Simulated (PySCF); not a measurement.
**NMR shielding calculation of C$_{6}$H$_{8}$OSi**

C$_{6}$H$_{8}$OSi, computed with GIAO PBE0/pcSseg-1 NMR shielding, non-relativistic, gas phase (PySCF 2.14.0).

The geometry comes from this level: GFN2-xTB. Figures and captions count atoms from 1; the log counts them from 0 in places.

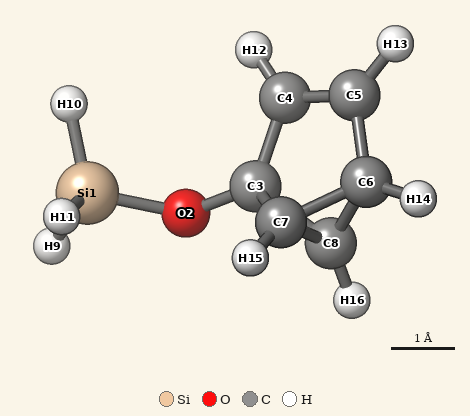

*The structure as given in the input (ball-and-stick view, seen at a tilt; atoms are numbered from 1 in the order of the input).*

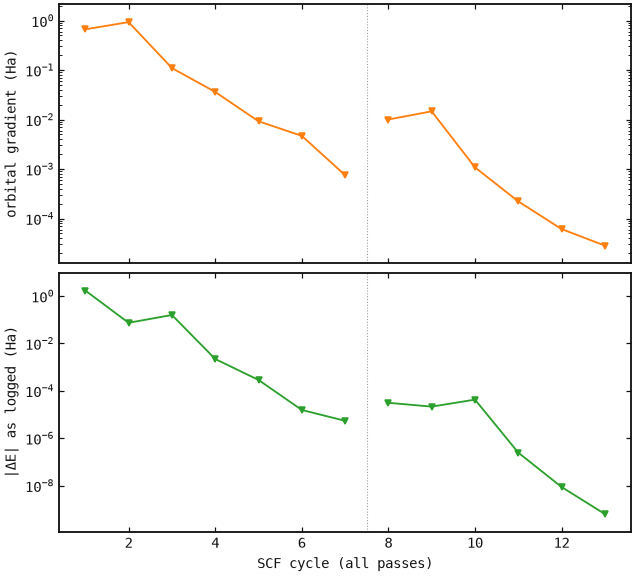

*Convergence of the self-consistent field: orbital gradient and size of the energy change against the SCF cycle. The dotted line marks the change from a coarse to the final integration grid.*

The first 7 cycles use a coarse grid, the final grid takes over at cycle 8, and the field converges after 13 cycles in all.

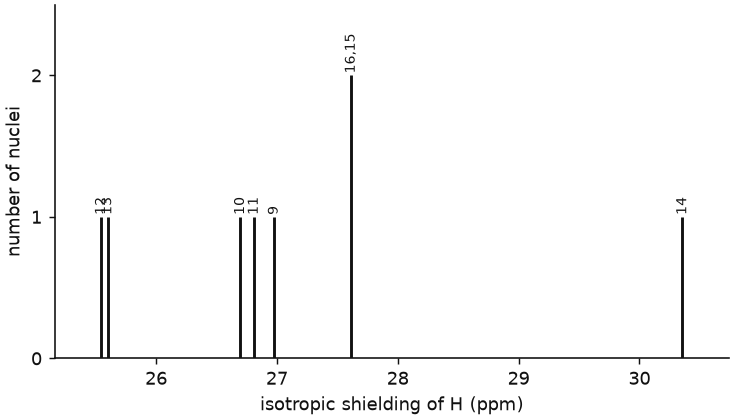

*Isotropic shieldings of the hydrogen nuclei in this fixed geometry, labelled by atom number; shielding grows to the right, so chemical shift grows to the left.*

The least shielded is H12 (25.5 ppm), the most shielded H14 (30.4 ppm).

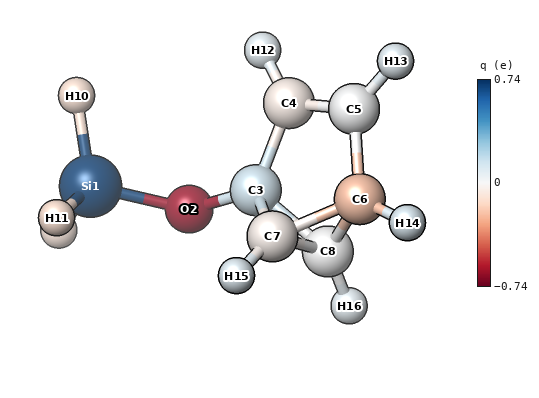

*Mulliken charges, as the colour of each atom (ball-and-stick view, seen at a tilt; atoms are numbered from 1 in the order of the input).*

By element: Si +0.70, O −0.63, C −0.21 to +0.16 and H −0.12 to +0.10 e.

These pictures come from the run below.

**Input file**
```
{"job": {"kind": "nmr", "xc": "PBE0", "basis": "pcSseg-1"}, "charge": 0, "multiplicity": 1}
Si    -2.610446     0.507005    -0.492347
O     -1.232746    -0.276510    -0.846008
C      0.014785    -0.164810    -0.309126
C      0.867820     1.041332    -0.522314
C      2.006445     0.785999     0.115999
C      1.835951    -0.566841     0.714532
C      0.370485    -0.771662     1.040905
C      0.913871    -1.380454    -0.172713
H     -3.500159    -0.179905    -1.414367
H     -2.495273     1.943440    -0.756499
H     -2.976499     0.331899     0.916009
H      0.559305     1.895078    -1.090535
H      2.887966     1.387891     0.212389
H      2.610947    -1.040619     1.296223
H     -0.184198    -1.135288     1.880066
H      0.924145    -2.367611    -0.583625
```

The first line tells a small driver script what to run in PySCF; the rest is the geometry in Å.

Run as:
```bash
OMP_NUM_THREADS=1 python <driver script> task.json out
```

**Output**
```
coarse grid: 14192 points
cycle   1  E = -597.3927497028  dE =  1.695e+00  |g| = 6.667e-01  |ddm| = 3.900e+00
cycle   2  E = -597.3190131556  dE =  7.374e-02  |g| = 9.314e-01  |ddm| = 1.419e+00
cycle   3  E = -597.4768843463  dE = -1.579e-01  |g| = 1.100e-01  |ddm| = 9.286e-01
cycle   4  E = -597.4790768308  dE = -2.192e-03  |g| = 3.615e-02  |ddm| = 1.431e-01
cycle   5  E = -597.4793629834  dE = -2.862e-04  |g| = 9.244e-03  |ddm| = 4.786e-02
cycle   6  E = -597.4793784713  dE = -1.549e-05  |g| = 4.690e-03  |ddm| = 1.329e-02
cycle   7  E = -597.4793838660  dE = -5.395e-06  |g| = 7.551e-04  |ddm| = 4.638e-03
final grid: 133360 points
cycle   8  E = -597.5369242196  dE = -3.108e-05  |g| = 1.003e-02  |ddm| = 4.518e-02
cycle   9  E = -597.5369028070  dE =  2.141e-05  |g| = 1.469e-02  |ddm| = 2.442e-02
cycle  10  E = -597.5369451099  dE = -4.230e-05  |g| = 1.083e-03  |ddm| = 1.414e-02
cycle  11  E = -597.5369453557  dE = -2.458e-07  |g| = 2.226e-04  |ddm| = 1.249e-03
cycle  12  E = -597.5369453644  dE = -8.705e-09  |g| = 6.138e-05  |ddm| = 2.832e-04
cycle  13  E = -597.5369453650  dE = -6.296e-10  |g| = 2.842e-05  |ddm| = 7.848e-05
converged SCF energy = -597.5369453650

GIAO shielding tensors (ppm)
atom      isotropic    diamagn.    paramagn.     s11        s22        s33       span
  0 Si     387.164     879.513    -492.350    344.348    350.409    466.735    122.387
  1 O      306.372     393.693     -87.320    259.549    320.084    339.483     79.934
  2 C      111.328     234.620    -123.291     64.136     85.972    183.876    119.740
  3 C       48.604     248.846    -200.243    -58.313     60.425    143.699    202.013
  4 C       45.986     251.519    -205.533    -68.109     54.549    151.517    219.626
  5 C      158.809     258.554     -99.745    129.240    133.249    213.938     84.698
  6 C      131.207     247.130    -115.922     12.688    181.314    199.620    186.931
  7 C      129.105     251.206    -122.101     10.229    179.223    197.863    187.634
  8 H       26.975      28.773      -1.797     23.162     25.087     32.678      9.517
  9 H       26.696      28.933      -2.237     23.181     25.210     31.697      8.516
 10 H       26.810      29.324      -2.514     23.157     25.766     31.506      8.349
 11 H       25.545      30.492      -4.948     24.775     25.162     26.697      1.923
 12 H       25.598      31.030      -5.432     24.883     25.316     26.594      1.711
 13 H       30.356      32.677      -2.321     24.638     26.972     39.457     14.819
 14 H       27.627      32.055      -4.428     21.072     27.225     34.585     13.513
 15 H       27.598      32.930      -5.332     21.294     26.663     34.838     13.545
```

**Key numbers**

| quantity | value |
| --- | --- |
| outcome | converged |
| total energy | −597.536945 hartree |
| HOMO | −6.43 eV |
| LUMO | 0.05 eV |
| dipole moment | 1.01 D |
| isotropic shielding, Si | 387.2 ppm |
| isotropic shielding, O | 306.4 ppm |
| isotropic shielding, C | 46.0 to 158.8 ppm |
| isotropic shielding, H | 25.5 to 30.4 ppm |
| hardware | 1 CPU thread, shared host |
| wall time | 49 s |
| peak memory | 0.83 GiB |
